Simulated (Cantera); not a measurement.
Charge: 1 mol CH4, 1.2 mol CO2, 0.66 mol N2, 0.38 mol NH3, held at 3500 Pa.

Cantera equilibrium calculation (NASA polynomials, part measured and part estimated; ideal gas, pure solids and liquids). Candidate condensed phases: C, C6H6, C7H8, C8H18, H2O; 136 gas species. Equilibrium is a limit: real reactors are often held back by kinetics, nucleation or transport.

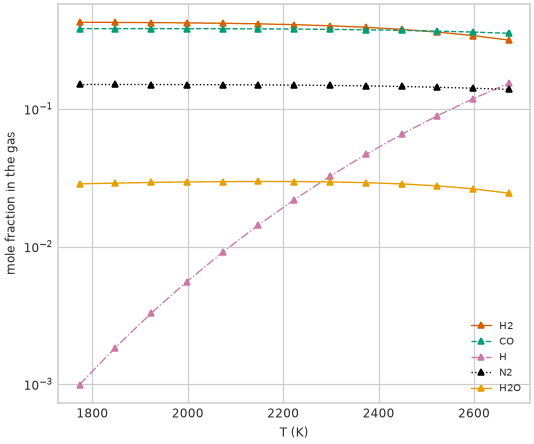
Figure: Equilibrium gas composition (values under 1e-9 drawn at 1e-9)

From 1773 K to 2673 K nothing is condensed. The main C-bearing gas is CO throughout.
